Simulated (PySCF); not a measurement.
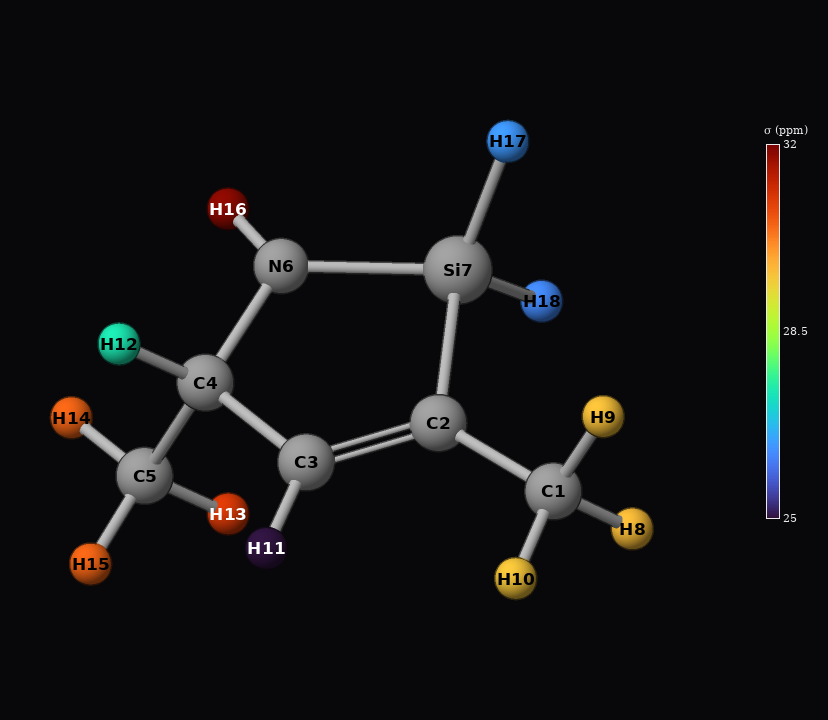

Atoms are coloured by their isotropic NMR shieldings (H only, the others grey). The computed structure is the end point of a GFN2-xTB optimisation. No frequency run is at hand to confirm it as a minimum. Properties computed with GIAO PBE0/pcSseg-1 NMR shielding, non-relativistic, gas phase (PySCF 2.14.0).

Q: Which H atom is the most shielded (lowest chemical shift)?

A: H16 (31.81 ppm).

Q: Which H atom is the least shielded (highest chemical shift)?

A: H11 (25.04 ppm).

Q: How wide is the range of H shifts?

A: 6.77 ppm.

Give the isotropic NMR shieldings of the H atoms atom by atom.

| atom | σ (ppm) |
| --- | --- |
| H8 | 29.65 |
| H9 | 29.58 |
| H10 | 29.53 |
| H11 | 25.04 |
| H12 | 27.39 |
| H13 | 30.97 |
| H14 | 30.49 |
| H15 | 30.47 |
| H16 | 31.81 |
| H17 | 26.38 |
| H18 | 26.24 |

The geometry is semi-empirical. Around Si such bond lengths and angles can be off by a tenth of an ångström or more and by several degrees, and values that hang on the shape move with them.
